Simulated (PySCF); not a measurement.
**AlH3Cl− (SMILES [H][Al-]([H])([H])[Cl]): B3LYP/STO-3G**

Aim: the energy change on altering one bond length of AlH3Cl− at B3LYP/STO-3G, from 2 runs. 

The results are computed with PySCF 2.14.0.

11 further runs of the same task are left out: 2 that didn't finish, 9 set aside as unsound or not needed.

### Step 1. Starting point

AlH3Cl− has 5 atoms, charge -1, and is taken as a singlet. As SMILES, `[H][Al-]([H])([H])[Cl]`. The shape comes from GFN2-xTB, which is rough for such elements, and wasn't checked as a minimum.

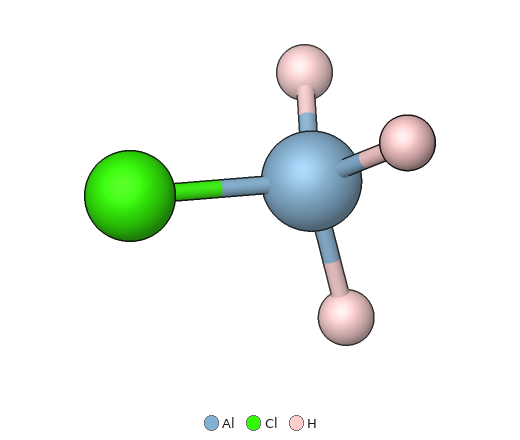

Viewed from a chosen angle; aluminium light blue, chlorine green, hydrogen pink.

### Step 2. A single-point energy at B3LYP/STO-3G

input.xyz reads:

```xyz
5

Al    -0.002450     0.000420    -0.134210
Cl     0.013850    -0.018360     1.961810
H      1.532100     0.011680    -0.616990
H     -0.775390     1.334390    -0.590440
H     -0.768110    -1.328130    -0.620160
```

input.py reads:

```python
from pyscf import gto, dft

system = gto.M(
    atom='input.xyz',
    verbose=3,
    spin=0,
    max_memory=1860,
    charge=-1,
    basis='sto-3g',
)

mf = dft.RKS(system)
mf.xc = 'b3lyp'
mf.conv_tol = 1e-10
mf.grids.level = 5
mf.kernel()
if not mf.converged:
    mf = mf.newton().run(mf.mo_coeff, mf.mo_occ)

e_final = mf.e_tot
print('E = %.10f Eh' % e_final)
```

Run with:

```bash
OMP_NUM_THREADS=1 python input.py
```

Output:

```text
converged SCF energy = -696.49473963162
E = -696.4947396316 Eh
```

It took 4.5 s on 1 thread of Intel Xeon Platinum 8259CL at 2.50GHz (Skylake/Cascade Lake), shared host; peak memory 0.21 GiB.

### Step 3. The distorted shape

input.py reads:

```python
from pyscf import gto, dft

system = gto.M(
    atom=[
    ('Al', (-0.005710, 0.004176, -0.553413)),
    ('Cl', (0.013850, -0.018360, 1.961810)),
    ('H', (1.528840, 0.015436, -1.036193)),
    ('H', (-0.778650, 1.338146, -1.009643)),
    ('H', (-0.771370, -1.324374, -1.039363)),
],
    max_memory=1860,
    basis='sto-3g',
    charge=-1,
    verbose=4,
)

calc0 = dft.RKS(system)
calc0.xc = 'b3lyp'
calc0.conv_tol = 1e-10
calc0.grids.level = 5
calc0.kernel()
if not calc0.converged:
    calc0 = calc0.newton().run(calc0.mo_coeff, calc0.mo_occ)

energy = calc0.e_tot
print('E(%s) = %.9f' % ('B3LYP', energy))
```

Run with:

```bash
OMP_NUM_THREADS=1 python input.py
```

Output:

```text
PySCF version 2.14.0

[INPUT] num. atoms = 5
[INPUT] num. electrons = 34
[INPUT] charge = -1
[INPUT] spin (= nelec alpha-beta = 2S) = 0
[INPUT] symmetry False subgroup None
[INPUT] Mole.unit = angstrom
[INPUT] Symbol           X                Y                Z      unit          X                Y                Z       unit  Magmom
[INPUT]  1 Al    -0.005710000000   0.004176000000  -0.553413000000 AA   -0.010790336171   0.007891496296  -1.045799003774 Bohr   0.0
[INPUT]  2 Cl     0.013850000000  -0.018360000000   1.961810000000 AA    0.026172706825  -0.034695371647   3.707283608433 Bohr   0.0
[INPUT]  3 H      1.528840000000   0.015436000000  -1.036193000000 AA    2.889088888280   0.029169812459  -1.958120982191 Bohr   0.0
[INPUT]  4 H     -0.778650000000   1.338146000000  -1.009643000000 AA   -1.471435246893   2.528729454682  -1.907948753584 Bohr   0.0
[INPUT]  5 H     -0.771370000000  -1.324374000000  -1.039363000000 AA   -1.457678040706  -2.502704146495  -1.964111414006 Bohr   0.0

nuclear repulsion = 67.9480666838688
number of shells = 13
number of NR pGTOs = 63
number of NR cGTOs = 21
basis = sto-3g
ecp = {}

******** <class 'pyscf.dft.rks.RKS'> ********
method = RKS
initial guess = minao
damping factor = 0
level_shift factor = 0
DIIS = <class 'pyscf.scf.diis.CDIIS'>
diis_start_cycle = 1
diis_space = 8
diis_damp = 0
SCF conv_tol = 1e-10
SCF conv_tol_grad = None
SCF max_cycles = 50
direct_scf = True
direct_scf_tol = 1e-13
XC library pyscf.dft.libxc version 7.0.0
    S. Lehtola, C. Steigemann, M. J.T. Oliveira, and M. A.L. Marques.,  SoftwareX 7, 1–5 (2018)
XC functionals = b3lyp
    P. J. Stephens, F. J. Devlin, C. F. Chabalowski, and M. J. Frisch.,  J. Phys. Chem. 98, 11623 (1994)
radial grids:
    Treutler-Ahlrichs [JCP 102, 346 (1995); DOI:10.1063/1.469408] (M4) radial grids

becke partition: Becke, JCP 88, 2547 (1988); DOI:10.1063/1.454033
pruning grids: <function nwchem_prune>
grids dens level: 5
symmetrized grids: False
atomic radii adjust function: <function treutler_atomic_radii_adjust>
small_rho_cutoff = 0
Set gradient conv threshold to 1e-05
Initial guess from minao.
tot grids = 156720
init E= -695.700007615026
  HOMO = -0.31935819802552  LUMO = 0.0449087917225934  gap/eV = 9.91221
cycle= 1 E= -696.45590958782  delta_E= -0.756  |g|= 0.206  |ddm|= 2.05
  HOMO = 0.100059042665578  LUMO = 0.391769105649342  gap/eV = 7.93784
cycle= 2 E= -696.470480252082  delta_E= -0.0146  |g|= 0.148  |ddm|= 0.784
  HOMO = 0.0685191955972221  LUMO = 0.41953726065875  gap/eV = 9.55169
cycle= 3 E= -696.479971702786  delta_E= -0.00949  |g|= 0.00558  |ddm|= 0.285
  HOMO = 0.0634771428275986  LUMO = 0.418455064821984  gap/eV = 9.65944
cycle= 4 E= -696.479987828278  delta_E= -1.61e-05  |g|= 0.000803  |ddm|= 0.015
  HOMO = 0.0639900887299793  LUMO = 0.418537544444056  gap/eV = 9.64773
cycle= 5 E= -696.479988354318  delta_E= -5.26e-07  |g|= 4.22e-05  |ddm|= 0.00274
  HOMO = 0.0639827616957001  LUMO = 0.418545224319512  gap/eV = 9.64814
cycle= 6 E= -696.479988355534  delta_E= -1.22e-09  |g|= 3.7e-06  |ddm|= 0.000121
  HOMO = 0.0639838173114571  LUMO = 0.418544119881295  gap/eV = 9.64808
cycle= 7 E= -696.479988355542  delta_E= -7.05e-12  |g|= 1.95e-07  |ddm|= 7.42e-06
  HOMO = 0.0639838056988105  LUMO = 0.418544131258785  gap/eV = 9.64808
Extra cycle  E= -696.479988355542  delta_E=    0  |g|= 8.99e-08  |ddm|= 7.15e-07
converged SCF energy = -696.479988355542
E(B3LYP) = -696.479988356
```

Wall time 3.9 s (1 thread of Intel Xeon Platinum 8259CL at 2.50GHz (Skylake/Cascade Lake), shared host); peak memory 0.21 GiB.

### Step 4. Outcome

Level: B3LYP/STO-3G.

| quantity | value |
| --- | --- |
| first shape: total energy | -696.49474 Eh |
| first shape: HOMO energy | 1.65 eV |
| first shape: LUMO energy | 15.01 eV |
| first shape: HOMO–LUMO gap (to an unbound level, set by the basis) | 13.36 eV |
| distorted shape: total energy | -696.47999 Eh |
| distorted shape: HOMO energy | 1.74 eV |
| distorted shape: LUMO energy | 11.39 eV |
| distorted shape: HOMO–LUMO gap (to an unbound level, set by the basis) | 9.65 eV |
| energy change with the Al1–Cl2 bond stretched from 2.096 to 2.515 Å | 0.401 eV |

**Reading.** With the Al1–Cl2 bond stretched from 2.096 to 2.515 Å the energy rises by 0.40 eV (38.7 kJ/mol). The first shape isn't relaxed at this level, so the change isn't measured from a minimum. The minimal basis adds a large error of its own. The HOMO (first shape) lies at positive energy, 1.65 eV; only total energies tell whether the electron is bound. The HOMO (distorted shape) lies at positive energy, 1.74 eV; only total energies tell whether the electron is bound.
